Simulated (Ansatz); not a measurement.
# CH6SeSn (SMILES [CH3][SnH2][SeH]) at CCSD/def2-SVP (core potential)

What is the vertical ionisation energy of CH6SeSn at CCSD/def2-SVP (core potential)? 

The calculation is run with Ansatz 0.2.0.

26 further runs of the same task are left out: 26 set aside as unsound or not needed.

### Step 1. The molecule

CH6SeSn has 9 atoms, charge 0, and is taken as a singlet. As SMILES, `[CH3][SnH2][SeH]`. The coordinates come from a PBE0-D4/def2-TZVP relaxation. This is one conformer, not always the lowest.

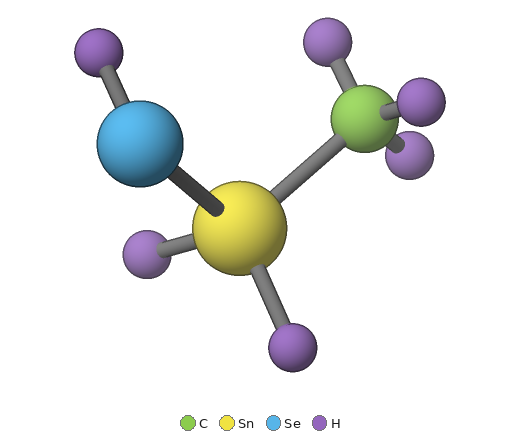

The structure, seen from a chosen angle (carbon green, tin yellow, selenium blue, hydrogen purple).

### Step 2. A single-point energy at CCSD/def2-SVP (core potential)

Input file run.yaml:

```yaml
crystal:
  periodic: [false, false, false]
  atoms:
    - {symbol: C, position_ang: [-0.174500, 1.157500, -0.743700]}
    - {symbol: Sn, position_ang: [0.300500, -0.850100, -0.190700]}
    - {symbol: Se, position_ang: [0.644400, -0.976600, 2.322400]}
    - {symbol: H, position_ang: [0.629100, 1.819800, -0.423700]}
    - {symbol: H, position_ang: [-1.102000, 1.460200, -0.258200]}
    - {symbol: H, position_ang: [-0.295900, 1.229200, -1.825300]}
    - {symbol: H, position_ang: [-0.953000, -1.923600, -0.638000]}
    - {symbol: H, position_ang: [1.791400, -1.359500, -0.847800]}
    - {symbol: H, position_ang: [-0.751400, -0.603200, 2.587900]}
basis:
  gaussian:
    orbitals: def2-SVP
correlation:
  method: ccsd
  frozen_orbitals: {C: 1, H: 0, Se: 9, Sn: 4}
accuracy: high
scf:
  omitted_lower_state_checks: [cluster_reference, increment]
```

Command:

```
$ ansatz run run.yaml --threads 1 --pin off --max-ram 2610MiB --events-out events.jsonl --progress --plain --runs-dir runs
```

Standard output (excerpt; [...] marks lines left out):

```text
Warning: RAYON_NUM_THREADS=1 ignored (pool sized by the plan → 1); use --threads N
Functional definition: HF
  name "HF"
[...]
2314 factors; integrals over basis functions are off by at most 1.4e-8 eV
[...]
mean field -72225.41704791 eV, -2654.2351203647 hartree, gradient 5.8e-8 eV, S^2 0.000000; 0 other end points of the search recorded, 0 dependent functions left out
14 core orbitals not correlated: weight in the atoms' cores, before any rotation towards them, 1.000 or more for the frozen orbitals, at most 0.000 for the correlated occupied ones
reference -72225.41704791 eV, -2654.2351203647 hartree; 20, 20 occupied and 68, 68 virtual orbitals, 2314 factors
second order -13.69166679 eV of doubles, -0.00000000 eV of singles
cycle   1  -14.29966858 eV  change   -6.1e-1 eV  update   8.2e-2
[...]
cycle  20  -14.77317108 eV  change   7.8e-10 eV  update   2.8e-9
Total energy: -72240.19021899 eV, -2654.7780243883 hartree
Checks for a lower state left out: cluster_reference, increment
```

Wall time 47 s (1 thread of Arm Neoverse V1, shared host); peak memory 0.71 GiB.

### Step 3. The doublet cation at the same level

Input file run.yaml:

```yaml
crystal:
  periodic: [false, false, false]
  atoms:
    - symbol: C
      position_ang: [-0.174500, 1.157500, -0.743700]
    - symbol: Sn
      position_ang: [0.300500, -0.850100, -0.190700]
    - symbol: Se
      position_ang: [0.644400, -0.976600, 2.322400]
    - symbol: H
      position_ang: [0.629100, 1.819800, -0.423700]
    - symbol: H
      position_ang: [-1.102000, 1.460200, -0.258200]
    - symbol: H
      position_ang: [-0.295900, 1.229200, -1.825300]
    - symbol: H
      position_ang: [-0.953000, -1.923600, -0.638000]
    - symbol: H
      position_ang: [1.791400, -1.359500, -0.847800]
    - symbol: H
      position_ang: [-0.751400, -0.603200, 2.587900]
basis:
  gaussian: {orbitals: def2-SVP}
total_charge: 1
magnetization: {spin_polarized: true, initial_magnetization: 1}
correlation: {method: ccsd, frozen_orbitals: {C: 1, H: 0, Se: 9, Sn: 4}}
accuracy: high
scf: {omitted_lower_state_checks: [cluster_reference, increment]}
```

Command:

```
$ ansatz run run.yaml --threads 1 --pin off --max-ram 2610MiB --events-out events.jsonl --progress --plain --runs-dir runs
```

Standard output (excerpt; [...] marks lines left out):

```text
Warning: RAYON_NUM_THREADS=1 ignored (pool sized by the plan → 1); use --threads N
[... 2 set-up lines as earlier in the session ...]
[...]
2313 factors; integrals over basis functions are off by at most 1.4e-8 eV
[...]
mean field -72217.43550574 eV, -2653.9418040999 hartree, gradient 3.0e-8 eV, S^2 0.761347; 3 other end points of the search recorded, 0 dependent functions left out
14 core orbitals not correlated: weight in the atoms' cores, before any rotation towards them, 1.000 or more for the frozen orbitals, at most 0.000 for the correlated occupied ones
reference -72217.43550574 eV, -2653.9418040999 hartree; 20, 19 occupied and 68, 69 virtual orbitals, 2313 factors
second order -12.92778107 eV of doubles, -0.00000000 eV of singles
cycle   1  -13.61584175 eV  change   -6.9e-1 eV  update   8.7e-2
[...]
cycle  29  -14.12785529 eV  change   -1.3e-9 eV  update   2.3e-9
Total energy: -72231.56336103 eV, -2654.4609932056 hartree
Checks for a lower state left out: cluster_reference, increment
```

Run time: 3.1 min. Hardware: 1 thread of Arm Neoverse V1, shared host; peak memory 1.7 GiB.

### Step 4. Results

At CCSD/def2-SVP (core potential), 14 core orbitals frozen:

```
                                                     quantity           value
                                singlet CH6SeSn: total energy  -2654.77802 Eh
singlet CH6SeSn: correlation energy (14 core orbitals frozen)      -542.9 mEh
                               singlet CH6SeSn: T1 diagnostic           0.008
                                 doublet cation: total energy  -2654.46099 Eh
 doublet cation: correlation energy (14 core orbitals frozen)      -519.2 mEh
            doublet cation: ⟨S²⟩ of the reference determinant           0.761
                                doublet cation: T1 diagnostic           0.013
           vertical ionisation energy (to the doublet cation)        8.627 eV
```

In words: The vertical ionisation energy comes to 8.63 eV (832 kJ/mol).
